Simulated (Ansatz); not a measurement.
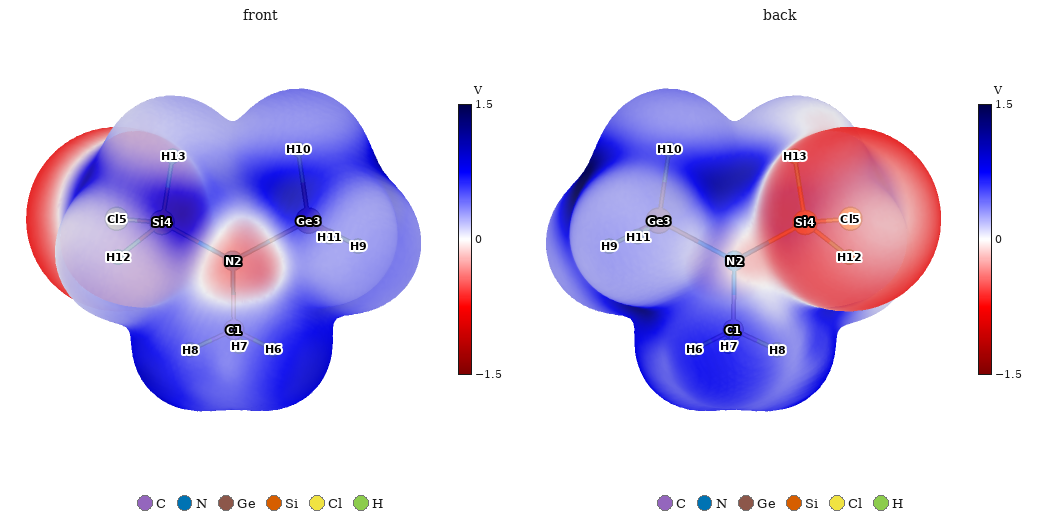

The picture shows: CH8ClGeNSi (SMILES C[N]([GeH3])[SiH2]Cl). The electrostatic potential painted on the density surface at 0.002 e/bohr³, seen from the front and from behind; red is negative and blue positive.

Geometry: PBE0-D4/def2-TZVP.

Theory: Ansatz, RKS PBE0-D4/def2-TZVPP.

Input

```
crystal:
  periodic: [false, false, false]
  atoms:
    - {symbol: C, position_ang: [-1.393875, -0.541891, 0.344061]}
    - {symbol: N, position_ang: [-0.084148, 0.078495, 0.180659]}
    - {symbol: Ge, position_ang: [1.362571, -1.029753, 0.496252]}
    - {symbol: Si, position_ang: [0.041647, 1.560292, -0.641971]}
    - {symbol: Cl, position_ang: [-0.172568, 1.392009, -2.696938]}
    - {symbol: H, position_ang: [-1.469736, -1.040911, 1.315812]}
    - {symbol: H, position_ang: [-1.608163, -1.282739, -0.435204]}
    - {symbol: H, position_ang: [-2.183308, 0.214491, 0.306344]}
    - {symbol: H, position_ang: [1.242488, -1.536348, 1.944400]}
    - {symbol: H, position_ang: [2.635346, -0.202380, 0.287548]}
    - {symbol: H, position_ang: [1.318772, -2.232226, -0.465533]}
    - {symbol: H, position_ang: [-1.055318, 2.458228, -0.211861]}
    - {symbol: H, position_ang: [1.386790, 2.128030, -0.408766]}
basis:
  gaussian: {orbitals: def2-TZVPP}
hamiltonian: {xc: pbe0, dispersion: d4}
output: {orbitals: {seedname: orbitals}}
```

Launched as:

```sh
ansatz run in.yaml --threads 4 --pin off --events-out ev --progress --plain --max-ram 11315MiB
```

Which sites attract a positive test charge, and which a negative one?

Answer. A positive charge is drawn to the negative regions and a negative charge to the positive ones. The most negative region (about −0.6 V, or −14 kcal/mol for a unit charge) lies over Cl5, the most positive (about +1.4 V, or +32 kcal/mol for a unit charge) over Ge3.
